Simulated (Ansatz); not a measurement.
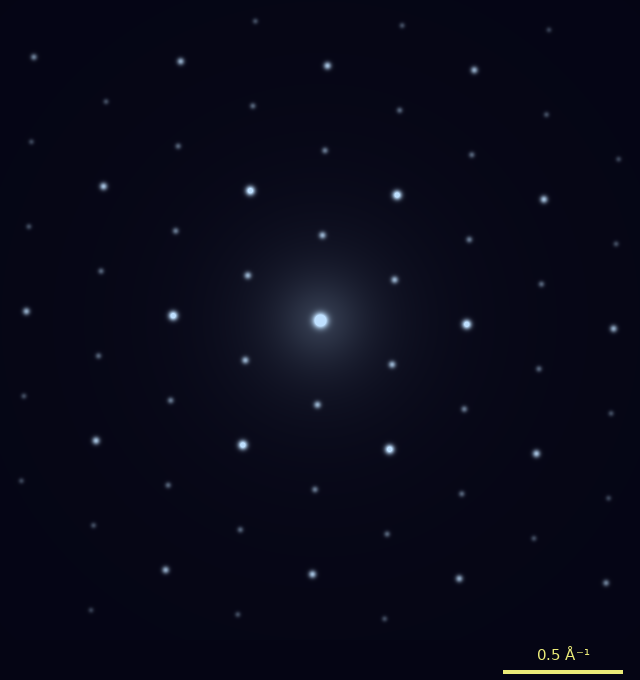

Kinematic zone-axis pattern, calculated for 300 keV electrons with B = 0.5 Å².

Phase: Hf, space group P6_3/mmc (No. 194), a = 3.23 Å, c = 10.33 Å (hexagonal axes). Structure: the input geometry of an electronic-structure calculation (not necessarily at equilibrium); the starting structure was generated, so it need not be a known form of this composition.

```
atom  site  symmetry       x       y       z
  Hf    2a      -3m.  0.0000  0.0000  0.0000
  Hf    2c      -6m2  0.3333  0.6667  0.2500
```

Measure the pattern against the scale bar and name the zone.

Answer. The spots form a hexagonal net with both shortest vectors at d = 2.80 Å, 60.0° apart. They index as 1 -1 0 and 1 0 0, so the zone axis is [001]. The zone [101] gives nearly the same net, so geometry alone does not settle it; this pattern was computed for [001].

List the strongest reflections.

Answer. Strongest reflections with d > 0.80 Å, one of each family (|F|² from tabulated Gaussian fits of the electron scattering factors, times a small damping for the curvature of the Ewald sphere):

```csv
hkl,d (Å),I (strongest = 100)
2 -1 0,1.614,100
3 0 0,0.932,26
4 -2 0,0.807,17
1 0 0,2.795,16
2 0 0,1.398,5
3 -1 0,1.057,2
```
